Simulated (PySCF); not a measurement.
**C₃H₁₂OSi₂: a tour of settings**

Aim: see how C₃H₁₂OSi₂ (`CO[C@@H]([SiH3])C[SiH3]`) answers to the choice of functional, basis, grid and SCF options.

The runs use PySCF 2.14.0, with density-fitted response routines of our own; the level of theory stands in each step. All values are computed, except where a source is named. Atoms are numbered from 0 throughout.

### Step 1. The starting structure

18 atoms, charge 0, multiplicity 1; geometry from: GFN2-xTB.

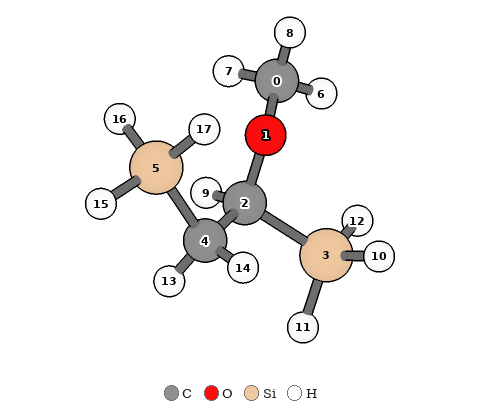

As it starts; carbon grey, oxygen red, silicon light orange, hydrogen white, atoms numbered; sticks join atoms by distance.

### Step 2. NMR shieldings: PBE0/pcSseg-1

Job settings and geometry (Å):

```
{"job": {"kind": "nmr", "xc": "PBE0", "basis": "pcSseg-1"}, "charge": 0, "multiplicity": 1}
C     -0.881625     1.844759     0.629451
O     -0.208637     0.930584    -0.184422
C     -0.260037    -0.432651     0.258942
Si    -1.900346    -1.259598    -0.273584
C      0.969485    -1.082254    -0.360057
Si     2.331766     0.251012    -0.393193
H     -1.957899     1.641665     0.662492
H     -0.491570     1.828628     1.655546
H     -0.716086     2.830593     0.197056
H     -0.139982    -0.438045     1.353936
H     -2.072118    -1.021437    -1.704204
H     -1.807714    -2.687019     0.031118
H     -3.031579    -0.691220     0.465918
H      1.252189    -1.968133     0.206114
H      0.754540    -1.406828    -1.378325
H      3.609735    -0.456332    -0.572154
H      2.385925     0.942333     0.896328
H      2.155191     1.180261    -1.502619
```

Level: GIAO PBE0/pcSseg-1 NMR shielding, non-relativistic, gas phase.

Run with:

```
> OMP_NUM_THREADS=1 python probes_run.py task.json out
```

One launch serves the whole session: the jobs run in the order shown.

Output:

```text
coarse grid: 15032 points
cycle   1  E = -775.0849325498  dE =  2.951e-01  |g| = 5.367e-01  |ddm| = 3.585e+00
cycle   2  E = -775.0162457543  dE =  6.869e-02  |g| = 8.055e-01  |ddm| = 1.238e+00
cycle   3  E = -775.1419196779  dE = -1.257e-01  |g| = 8.045e-02  |ddm| = 8.382e-01
cycle   4  E = -775.1428575230  dE = -9.378e-04  |g| = 3.424e-02  |ddm| = 7.497e-02
cycle   5  E = -775.1431304512  dE = -2.729e-04  |g| = 6.433e-03  |ddm| = 3.331e-02
cycle   6  E = -775.1431395341  dE = -9.083e-06  |g| = 1.969e-03  |ddm| = 7.004e-03
final grid: 133152 points
cycle   7  E = -775.1884510361  dE = -2.380e-05  |g| = 1.142e-02  |ddm| = 2.510e-02
cycle   8  E = -775.1884221857  dE =  2.885e-05  |g| = 1.682e-02  |ddm| = 1.919e-02
cycle   9  E = -775.1884770482  dE = -5.486e-05  |g| = 1.220e-03  |ddm| = 1.161e-02
cycle  10  E = -775.1884773738  dE = -3.256e-07  |g| = 2.245e-04  |ddm| = 1.412e-03
cycle  11  E = -775.1884773841  dE = -1.026e-08  |g| = 8.464e-05  |ddm| = 2.981e-04
cycle  12  E = -775.1884773857  dE = -1.604e-09  |g| = 2.066e-05  |ddm| = 7.850e-05
cycle  13  E = -775.1884773858  dE = -8.981e-11  |g| = 2.797e-06  |ddm| = 1.751e-05
converged SCF energy = -775.1884773858

GIAO shielding tensors (ppm)
atom      isotropic    diamagn.    paramagn.     s11        s22        s33       span
  0 C      126.546     244.900    -118.354     91.320    104.677    183.639     92.320
  1 O      293.098     399.401    -106.303    247.338    298.546    333.410     86.071
  2 C      115.126     250.992    -135.866     85.403     91.876    168.101     82.698
  3 Si     426.193     880.837    -454.644    385.972    426.394    466.213     80.241
  4 C      167.646     253.301     -85.655    142.143    167.673    193.123     50.981
  5 Si     426.310     879.316    -453.006    394.353    419.984    464.592     70.239
  6 H       28.116      30.426      -2.311     23.589     26.528     34.229     10.640
  7 H       28.602      30.572      -1.970     24.462     26.727     34.616     10.154
  8 H       27.919      29.556      -1.637     23.836     25.141     34.780     10.944
  9 H       28.757      34.012      -5.255     26.596     28.122     31.554      4.958
 10 H       28.109      29.918      -1.809     24.937     26.507     32.883      7.946
 11 H       28.042      29.431      -1.389     24.584     26.204     33.339      8.755
 12 H       27.425      29.631      -2.206     23.448     26.168     32.659      9.211
 13 H       30.530      31.546      -1.016     25.852     28.437     37.300     11.448
 14 H       30.313      32.389      -2.077     25.892     29.909     35.138      9.246
 15 H       27.936      28.607      -0.671     24.546     25.491     33.770      9.225
 16 H       28.148      29.918      -1.770     24.438     27.363     32.643      8.205
 17 H       27.668      29.754      -2.086     23.966     26.427     32.611      8.644
```

Run time: 48 s. Hardware: 1 thread of Intel Xeon Platinum 8259CL at 2.50GHz, shared host; peak memory 0.98 GiB.

Shifts follow as δ = σ(reference) − σ, with reference shieldings (ppm) from runs at the same level and on the same kind of geometry: ¹H TMS 31.72, ¹³C TMS 186.9, ²⁹Si TMS 349.2, ¹⁷O H2O 336.1. The references are single molecules in the gas phase, so shifts against H2O, NH3, PH3, H3PO4 or CFCl3 are not on the usual liquid scales and can be off by tens of ppm. Atoms listed in one row are averaged.

| atoms | environment | σ (ppm) | δ (ppm) | δ scaled to CDCl3 |
| --- | --- | --- | --- | --- |
| C2 | sp3 CH bonded to O and Si | 115.1 | 71.8 | 68.2 |
| C0 | methyl carbon bonded to O | 126.5 | 60.4 | 57.0 |
| C4 | sp3 CH2 bonded to Si | 167.6 | 19.3 | 16.9 |
| H10, H11, H12 | hydrogen on a silicon bonded to C | 27.86 | 3.86 | – |
| H15, H16, H17 | hydrogen on a silicon bonded to C | 27.92 | 3.80 | – |
| H6, H7, H8 | hydrogen on a methyl carbon bonded to O | 28.21 | 3.51 | 3.41 |
| H9 | hydrogen on an sp3 CH bonded to O and Si | 28.76 | 2.96 | 2.90 |
| H14 | hydrogen on an sp3 CH2 bonded to Si | 30.31 | 1.40 | 1.43 |
| H13 | hydrogen on an sp3 CH2 bonded to Si | 30.53 | 1.19 | 1.22 |
| O1 | ether oxygen | 293.1 | 43.0 | – |
| Si3 | silicon bonded to C, 3 H | 426.2 | -77.0 | – |
| Si5 | silicon bonded to C, 3 H | 426.3 | -77.2 | – |

The scaled column applies a straight-line fit of computed shieldings to shifts measured in CDCl3 (root-mean-square error 0.16 ppm for H, 1.9 ppm for C).

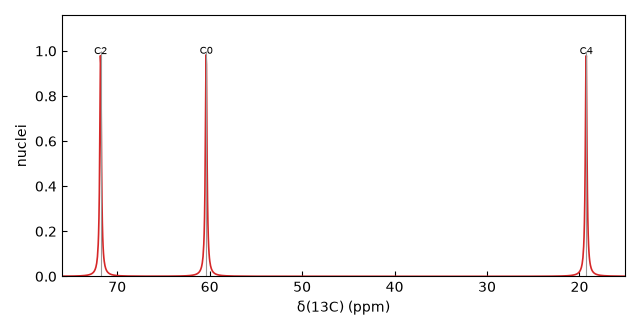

¹³C lines at the computed shifts, without couplings. Lines are broadened to a width of 0.21 ppm (Lorentzian).

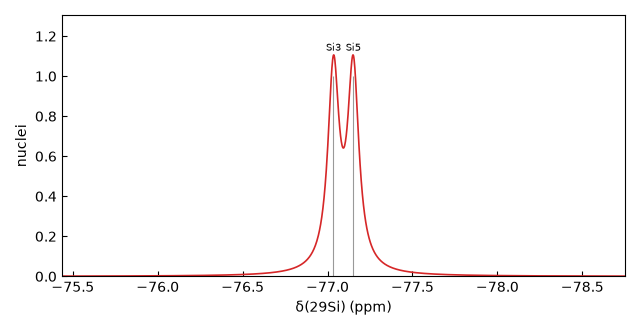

²⁹Si lines at the computed shifts, without couplings. Lines are broadened to a width of 0.08 ppm (Lorentzian).

The run also stored atomic charges by several schemes (e):

| atoms | Mulliken | IAO | Hirshfeld | ESP fit |
| --- | --- | --- | --- | --- |
| C0 | -0.02 | -0.20 | -0.04 | -0.29 |
| O1 | -0.53 | -0.39 | -0.11 | -0.22 |
| C2 | -0.22 | -0.16 | -0.04 | 0.04 |
| Si3 | 0.51 | 0.58 | 0.30 | 0.27 |
| C4 | -0.50 | -0.54 | -0.16 | -0.37 |
| Si5 | 0.54 | 0.61 | 0.29 | 0.42 |

Hirshfeld charges:

C0 -0.04; O1 -0.11; C2 -0.04; Si3 0.30; C4 -0.16; Si5 0.29; H6 0.04; H7 0.04; H8 0.05; H9 0.03; H10 -0.07; H11 -0.08; H12 -0.08; H13 0.04; H14 0.04; H15 -0.09; H16 -0.08; H17 -0.08

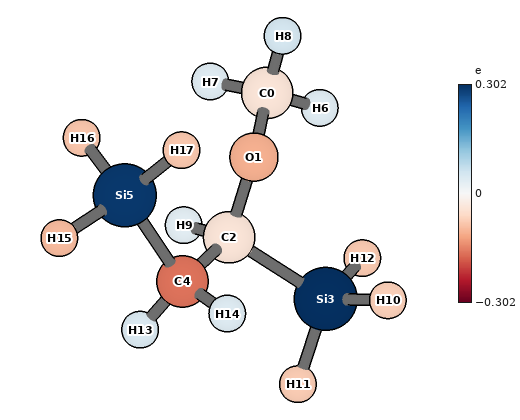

Hirshfeld charges, as colours on the atoms.

Mayer bond orders: C0–O1 0.92, O1–C2 0.85, C2–Si3 0.87, C2–C4 1.02, C4–Si5 0.88.

Orbitals, density, ELF and potential are computed afterwards from the orbital file.

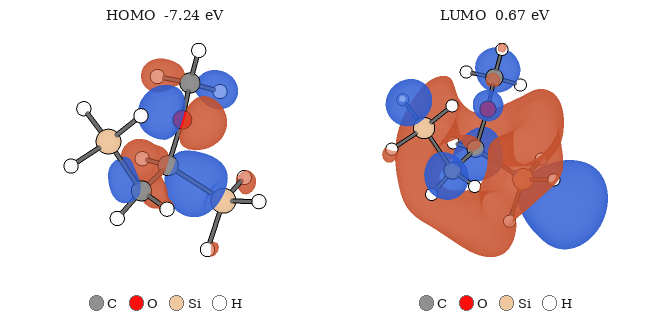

PBE0/pcSseg-1 orbitals near the gap, drawn at the value that encloses 70 % of each; the two colours are the two signs.

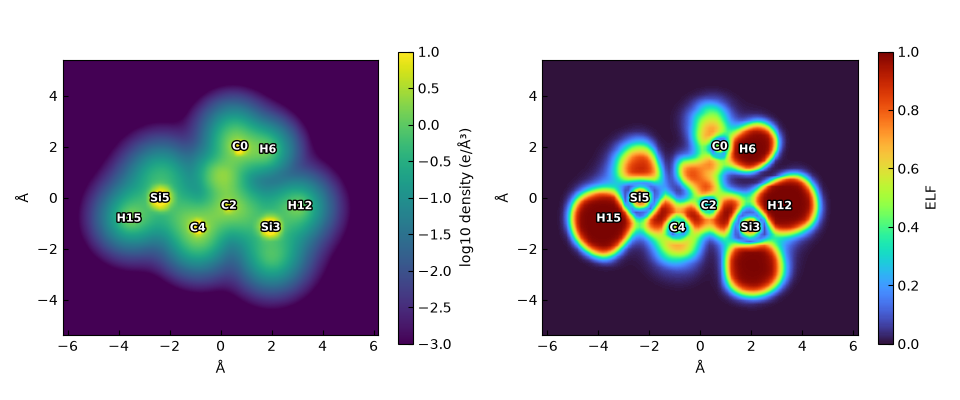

Density (left) and ELF (right) in a plane through or near 8 of the atoms.

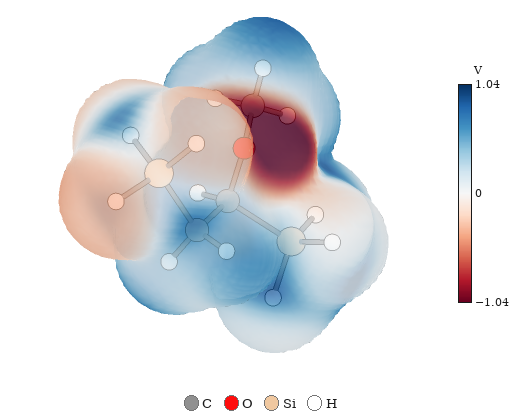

Electrostatic potential on the surface of density 0.002 e/bohr³; red is low, blue high. It runs from -1.04 V near O1 to 0.95 V near H11.

### Step 3. Excited states and response: PBE0/def2-SVPD

Same as in step 2 but for these lines:

```diff
@@ -1,2 +1,2 @@
-{"job": {"kind": "nmr", "xc": "PBE0", "basis": "pcSseg-1"}, "charge": 0, "multiplicity": 1}
+{"job": {"kind": "uv", "xc": "PBE0", "basis": "def2-SVPD", "nstates": 6, "ntriplets": 2}, "charge": 0, "multiplicity": 1}
 C     -0.881625     1.844759     0.629451
```

Level: TDDFT PBE0/def2-SVPD, vertical, gas phase, core orbitals frozen in the response.

Output:

```text
coarse grid: 15032 points
cycle   1  E = -774.7614400285  dE =  2.544e-01  |g| = 5.061e-01  |ddm| = 5.201e+00
cycle   2  E = -774.6898570945  dE =  7.158e-02  |g| = 7.852e-01  |ddm| = 1.643e+00
cycle   3  E = -774.8151962073  dE = -1.253e-01  |g| = 7.809e-02  |ddm| = 1.036e+00
cycle   4  E = -774.8161370065  dE = -9.408e-04  |g| = 3.566e-02  |ddm| = 1.279e-01
cycle   5  E = -774.8164466906  dE = -3.097e-04  |g| = 5.931e-03  |ddm| = 5.627e-02
cycle   6  E = -774.8164550345  dE = -8.344e-06  |g| = 1.969e-03  |ddm| = 1.283e-02
final grid: 133152 points
cycle   7  E = -774.9217106181  dE = -3.132e-05  |g| = 1.050e-02  |ddm| = 1.281e-01
cycle   8  E = -774.9216847551  dE =  2.586e-05  |g| = 1.547e-02  |ddm| = 3.130e-02
cycle   9  E = -774.9217344530  dE = -4.970e-05  |g| = 1.181e-03  |ddm| = 1.804e-02
cycle  10  E = -774.9217347823  dE = -3.293e-07  |g| = 2.136e-04  |ddm| = 1.832e-03
cycle  11  E = -774.9217347914  dE = -9.103e-09  |g| = 1.002e-04  |ddm| = 4.949e-04
cycle  12  E = -774.9217347939  dE = -2.503e-09  |g| = 1.816e-05  |ddm| = 1.658e-04
cycle  13  E = -774.9217347940  dE = -8.208e-11  |g| = 2.515e-06  |ddm| = 3.678e-05
converged SCF energy = -774.9217347940

Static polarisability (au): isotropic 97.878, principal 82.489 97.098 114.048

Singlet excitations
state   eV       nm        f      main configurations
  1   6.4561    192.0   0.02104   H->L 0.97
  2   6.9002    179.7   0.01886   H->L+1 0.62, H->L+2 0.15, H->L+4 0.09
  3   7.1455    173.5   0.02066   H->L+3 0.73, H->L+4 0.14
  4   7.2295    171.5   0.11446   H->L+2 0.70, H->L+1 0.21
  5   7.3961    167.6   0.00062   H->L+4 0.61, H->L+3 0.22
  6   7.4759    165.8   0.07119   H->L+5 0.84, H->L+1 0.08

Triplet excitations (Tamm-Dancoff, eV): 6.1745 6.5564
```

Run time: 61 s. Hardware: 1 thread of Intel Xeon Platinum 8259CL at 2.50GHz, shared host; peak memory 0.89 GiB.

Frontier orbitals and where they lie:

| orbital | eV | atoms |
| --- | --- | --- |
| HOMO−3 | -9.29 | Si5 32 %, H16 27 %, C4 12 % |
| HOMO−2 | -8.95 | Si5 23 %, O1 23 %, H17 18 % |
| HOMO−1 | -8.46 | C4 24 %, Si5 21 %, O1 16 % |
| HOMO | -7.26 | O1 39 %, C2 17 %, Si3 12 % |
| LUMO | 0.34 | Si3 22 %, Si5 11 %, C0 7 % |
| LUMO+1 | 0.84 | Si3 29 %, Si5 12 %, H12 11 % |
| LUMO+2 | 0.91 | Si3 32 %, H11 11 %, C0 8 % |

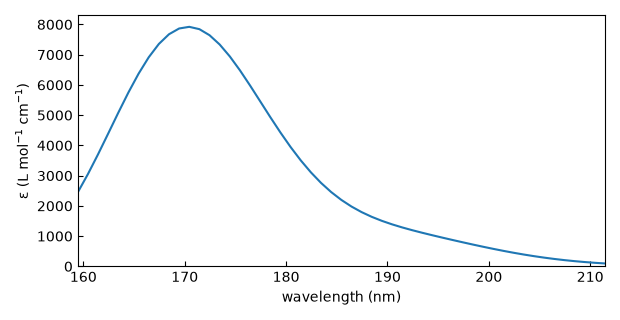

Absorption spectrum: each of the 6 states is a Gaussian band of 0.4 eV half-width at 1/e. Beyond the last state computed it falls off for lack of states.

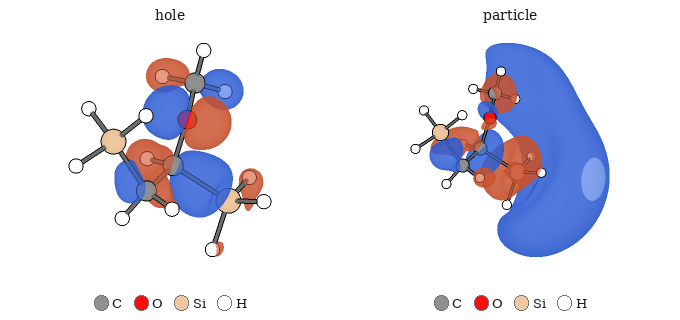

Leading natural transition orbitals of singlet state 4: the electron leaves the hole (left) for the particle orbital (right).

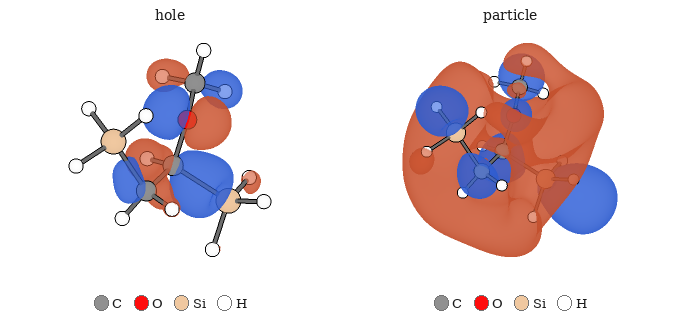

Leading natural transition orbitals of singlet state 1: the electron leaves the hole (left) for the particle orbital (right).

Further results of this job:

| property | computed |
| --- | --- |
| dipole moment (D) | 1.56 |
| polarisability (Å³) | 14.50 |
| HOMO–LUMO gap (eV) | 7.60 |
| −ε(HOMO) (eV) | 7.27 |

### Step 4. Shielding tensors: WP04/pcSseg-1

Same as in step 3 but for these lines:

```diff
@@ -1,2 +1,2 @@
-{"job": {"kind": "uv", "xc": "PBE0", "basis": "def2-SVPD", "nstates": 6, "ntriplets": 2}, "charge": 0, "multiplicity": 1}
+{"job": {"kind": "nmr", "xc": "WP04", "basis": "pcSseg-1", "pop": true, "scf": {"level_shift": 0.1}, "grid": 1}, "charge": 0, "multiplicity": 1}
 C     -0.881625     1.844759     0.629451
```

Level: GIAO WP04/pcSseg-1 NMR shielding, non-relativistic, gas phase.

Output:

```text
final grid: 63208 points
cycle   1  E = -786.8513080651  dE =  1.797e-01  |g| = 8.466e-01  |ddm| = 3.633e+00
cycle   2  E = -786.7116041430  dE =  1.397e-01  |g| = 1.208e+00  |ddm| = 1.597e+00
cycle   3  E = -786.9801157405  dE = -2.685e-01  |g| = 1.162e-01  |ddm| = 8.869e-01
cycle   4  E = -786.9832827583  dE = -3.167e-03  |g| = 5.069e-02  |ddm| = 1.777e-01
cycle   5  E = -786.9838979917  dE = -6.152e-04  |g| = 8.666e-03  |ddm| = 4.028e-02
cycle   6  E = -786.9839118373  dE = -1.385e-05  |g| = 3.426e-03  |ddm| = 8.305e-03
cycle   7  E = -786.9839142835  dE = -2.446e-06  |g| = 6.435e-04  |ddm| = 2.580e-03
cycle   8  E = -786.9839143693  dE = -8.572e-08  |g| = 1.624e-04  |ddm| = 7.394e-04
cycle   9  E = -786.9839143755  dE = -6.258e-09  |g| = 4.896e-05  |ddm| = 1.944e-04
cycle  10  E = -786.9839143762  dE = -6.578e-10  |g| = 9.581e-06  |ddm| = 6.544e-05
level shift removed, Fock matrix diagonalised once more
converged SCF energy = -786.9839143762

GIAO shielding tensors (ppm)
atom      isotropic    diamagn.    paramagn.     s11        s22        s33       span
  0 C      113.743     245.480    -131.737     79.903     91.931    169.394     89.491
  1 O      277.642     403.787    -126.144    229.754    288.316    314.858     85.104
  2 C      100.128     253.337    -153.209     67.920     78.533    153.929     86.009
  3 Si     406.844     882.730    -475.887    372.959    407.058    440.515     67.556
  4 C      155.008     255.156    -100.148    130.688    155.331    179.005     48.316
  5 Si     407.274     881.367    -474.093    377.630    401.688    442.502     64.872
  6 H       28.560      31.169      -2.608     24.336     27.037     34.308      9.972
  7 H       28.947      31.484      -2.537     25.164     27.084     34.593      9.430
  8 H       28.431      30.072      -1.641     24.648     25.768     34.877     10.228
  9 H       29.036      35.404      -6.369     26.921     28.550     31.635      4.714
 10 H       28.906      31.207      -2.302     25.944     27.410     33.362      7.418
 11 H       28.897      30.308      -1.412     25.661     27.117     33.912      8.251
 12 H       28.358      30.669      -2.311     24.651     27.161     33.261      8.610
 13 H       30.968      32.044      -1.076     26.809     28.943     37.151     10.342
 14 H       30.721      33.334      -2.613     26.759     30.333     35.069      8.310
 15 H       28.821      29.119      -0.297     25.656     26.466     34.343      8.687
 16 H       28.957      31.339      -2.381     25.444     28.270     33.158      7.714
 17 H       28.555      31.033      -2.477     25.045     27.418     33.202      8.157
```

Run time: 25 s. Hardware: 1 thread of Intel Xeon Platinum 8259CL at 2.50GHz, shared host; peak memory 0.78 GiB.

In short: δ C2 75.0, C0 61.4, C4 20.1, O1 41.7, H6 3.35, H10 3.28 ppm (means over like atoms).

(Part 1 of 2 ends here.)
